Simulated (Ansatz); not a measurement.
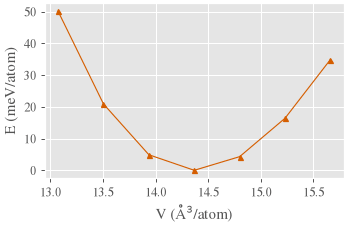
*CoGe2 in space group Fddd (No. 70; Ge on 16f, Co on 8a) under volume change, DFT-PBE in the program Ansatz with PAW potentials, shape and atoms relaxed at each volume.*

### Question
What does a third-order Birch–Murnaghan fit give for V₀, B₀ and B′?

### Answer
V₀ = 14.37 Å³/atom, B₀ = 114 GPa, B′ = 4.9.

The cell is a constructed one: a structure type filled with these elements; neither database checked (COD, Materials Project) lists it. Whether it is the stable phase at ambient conditions was not checked. The PBE relaxation kept the symmetry of its start; whether a distortion lowers the energy is not shown. The workflow began spin-polarised and lost its moments.

Potentials: the later of the program's two PAW sets.
